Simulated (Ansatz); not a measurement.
# HF/STO-3G run of SiH2OF2 (SMILES O[SiH](F)F)

What is the electronic atomisation energy of SiH2OF2 at HF/STO-3G? 

Program for the calculation: Ansatz 0.2.0.

50 further runs of the same task are left out: 50 set aside as unsound or not needed.

### Step 1. Starting point

SiH2OF2 has 6 atoms, charge 0, and is taken as a singlet. As SMILES, `O[SiH](F)F`. The shape is that of a PBE0-D4/def2-TZVP optimisation. This is one conformer, not always the lowest.

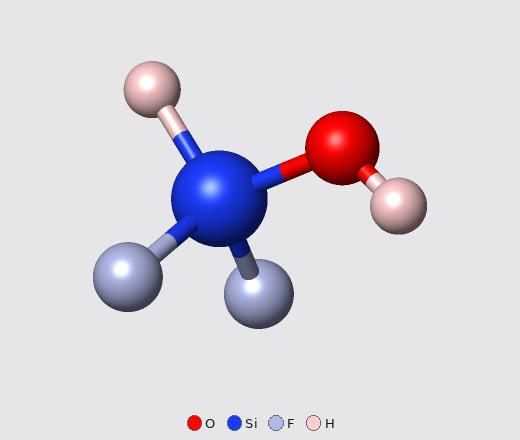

Viewed from a chosen angle; oxygen red, silicon blue, fluorine light blue, hydrogen pink.

### Step 2. The energy at HF/STO-3G

The input, input.yaml:

```yaml
crystal:
  periodic: [false, false, false]
  atoms:
    - {symbol: O, position_ang: [0.027700, 1.137900, -0.556400]}
    - {symbol: Si, position_ang: [0.121400, -0.236200, 0.285200]}
    - {symbol: F, position_ang: [0.731800, -1.405100, -0.592400]}
    - {symbol: F, position_ang: [-1.315500, -0.739700, 0.722100]}
    - {symbol: H, position_ang: [-0.477400, 1.183000, -1.369500]}
    - {symbol: H, position_ang: [0.954100, -0.003800, 1.464900]}
basis:
  gaussian:
    orbitals: STO-3G
total_charge: 0
output:
  orbitals: {seedname: orbitals}
hamiltonian:
  xc: hf
accuracy: high
```

Command:

```console
$ ansatz run input.yaml --threads 1 --pin off --max-ram 3480MiB --events-out events.jsonl --progress --plain --runs-dir runs
```

Output:

```text
Warning: RAYON_NUM_THREADS=1 ignored (pool sized by the plan → 1); use --threads N
Functional definition: HF
  name "HF"
  exchange = exact_x
  correlation = 0
519 factors; integrals over basis functions are off by at most 3.7e-8 eV
mean field evaluation 1: about -15146.5733 eV, gradient 2.7e1 eV
mean field evaluation 2: about -15146.6433 eV, gradient 2.7e1 eV
mean field evaluation 4: about -15149.5557 eV, gradient 1.4e0 eV
mean field evaluation 8: about -15149.5654 eV, gradient 2.0e-5 eV
mean field -15149.56540225 eV, -556.7362597883 hartree, gradient 4.9e-9 eV, S^2 0.000000; 0 other end points of the search recorded, 0 dependent functions left out
reference -15149.56540225 eV, -556.7362597883 hartree; 21, 21 occupied and 5, 5 virtual orbitals, 519 factors
Total energy: -15149.56540225 eV, -556.7362597883 hartree
```

Wall time 0.18 s (1 thread of Arm Neoverse V2, shared host).

### Step 3. The F atom at the same level

The input, input.yaml:

```yaml
crystal:
  periodic: [false, false, false]
  atoms:
    - symbol: F
      position_ang: [0.000000, 0.000000, 0.000000]
basis:
  gaussian:
    orbitals: STO-3G
magnetization:
  spin_polarized: true
  initial_magnetization: 1
hamiltonian:
  xc: hf
accuracy: high
```

Command:

```console
$ ansatz run input.yaml --threads 1 --pin off --max-ram 3480MiB --events-out events.jsonl --progress --plain --runs-dir runs
```

Output:

```text
Warning: RAYON_NUM_THREADS=1 ignored (pool sized by the plan → 1); use --threads N
[... 4 set-up lines as earlier in the session ...]
15 factors; integrals over basis functions are off by at most 1.2e-9 eV
mean field evaluation 1: about -2666.3486 eV, gradient 1.5e-14 eV
mean field evaluation 2: about -2666.3486 eV, gradient 0.0e0 eV
mean field -2666.34863534 eV, -97.9865050328 hartree, gradient 0.0e0 eV, S^2 0.750000; 2 other end points of the search recorded, 0 dependent functions left out
reference -2666.34863534 eV, -97.9865050328 hartree; 5, 4 occupied and 0, 1 virtual orbitals, 15 factors
Total energy: -2666.34863534 eV, -97.9865050328 hartree
```

Wall time 0.04 s (1 thread of Arm Neoverse V2, shared host).

### Step 4. The H atom

The input, in.yaml:

```yaml
crystal:
  periodic: [false, false, false]
  atoms:
    - {symbol: H, position_ang: [0.000000, 0.000000, 0.000000]}
basis:
  gaussian:
    orbitals: STO-3G
hamiltonian:
  xc: hf
accuracy: high
magnetization:
  spin_polarized: true
  initial_magnetization: 1
```

Run the same way, it converges to -0.46658 Eh (log not shown).

### Step 5. The O atom at the same level

The input, run.yaml:

```yaml
crystal:
  periodic: [false, false, false]
  atoms:
    - {symbol: O, position_ang: [0.000000, 0.000000, 0.000000]}
basis:
  gaussian: {orbitals: STO-3G}
magnetization: {spin_polarized: true, initial_magnetization: 2}
hamiltonian: {xc: hf}
accuracy: high
```

Run the same way, it converges to -73.80415 Eh (log not shown).

### Step 6. The Si atom, same level

The input, run.yaml:

```yaml
crystal:
  periodic: [false, false, false]
  atoms:
    - symbol: Si
      position_ang: [0.000000, 0.000000, 0.000000]
basis:
  gaussian:
    orbitals: STO-3G
magnetization:
  spin_polarized: true
  initial_magnetization: 2
hamiltonian:
  xc: hf
accuracy: high
```

Command:

```console
$ ansatz run run.yaml --threads 1 --pin off --max-ram 3480MiB --events-out events.jsonl --progress --plain --runs-dir runs
```

Output:

```text
Warning: RAYON_NUM_THREADS=1 ignored (pool sized by the plan → 1); use --threads N
[... 4 set-up lines as earlier in the session ...]
42 factors; integrals over basis functions are off by at most 2.5e-9 eV
mean field evaluation 1: about -7767.9286 eV, gradient 9.3e-1 eV
mean field evaluation 2: about -7767.9294 eV, gradient 9.3e-1 eV
mean field evaluation 4: about -7767.9315 eV, gradient 4.9e-6 eV
mean field evaluation 8: about -7767.9314 eV, gradient 2.1e-1 eV
mean field -7767.93148641 eV, -285.4662168327 hartree, gradient 2.1e-9 eV, S^2 2.000003; 0 other end points of the search recorded, 0 dependent functions left out
reference -7767.93148641 eV, -285.4662168327 hartree; 8, 6 occupied and 1, 3 virtual orbitals, 42 factors
Total energy: -7767.93148641 eV, -285.4662168327 hartree
```

It took 0.04 s on 1 thread of Arm Neoverse V2, shared host.

### Step 7. Results

At HF/STO-3G:

```
                     quantity          value
       molecule: total energy  -556.73626 Eh
        molecule: HOMO energy      -10.38 eV
        molecule: LUMO energy       12.61 eV
      molecule: HOMO–LUMO gap       22.99 eV
         F atom: total energy   -97.98651 Eh
                 F atom: ⟨S²⟩          0.750
         H atom: total energy    -0.46658 Eh
                 H atom: ⟨S²⟩          0.750
         O atom: total energy   -73.80415 Eh
                 O atom: ⟨S²⟩          2.000
        Si atom: total energy  -285.46622 Eh
                Si atom: ⟨S²⟩          2.000
electronic atomisation energy      15.231 eV
```

Taking the molecule apart into free atoms costs 15.23 eV (351 kcal/mol), before zero-point energy and without spin-orbit coupling. Hartree–Fock lacks the correlation of the bonding pairs, which as a rule makes this value much too low; in minimal bases other errors can mask that. In a minimal basis such a difference can be off by several eV, whatever the method.
